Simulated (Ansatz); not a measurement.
**BAs, carrier doping**

Start from BAs in the zinc blende structure (space group F-43m, No. 216; a = 4.809 Å).

Carriers are added at fixed cell with a uniform background; the Fermi–Dirac width is that of 300 K.

The values are results of PBE in Ansatz (plane waves to 420 eV, PAW, no spin-orbit coupling), earlier PAW set, not measurements.

Notes on the quantities. Fermi level from band edge: Fermi level relative to the doped band's edge (positive inside the band; to 0.05 eV).

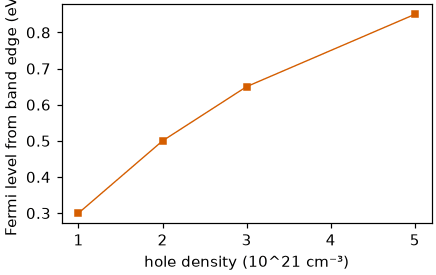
Figure: Fermi level from band edge against hole density

```json
[
 {"hole density (10^21 cm⁻³)": "1", "Fermi level from band edge": "+0.30 eV"},
 {"hole density (10^21 cm⁻³)": "2", "Fermi level from band edge": "+0.50 eV"},
 {"hole density (10^21 cm⁻³)": "3", "Fermi level from band edge": "+0.65 eV"},
 {"hole density (10^21 cm⁻³)": "5", "Fermi level from band edge": "+0.85 eV"}
]
```

Charged cell with a jellium background: band edges are those of the host's band count, energies are not comparable with the neutral cell, and many-body gap narrowing is missing. Whether these cells are dynamically stable was not tested.

Ansatz is an electronic-structure program.
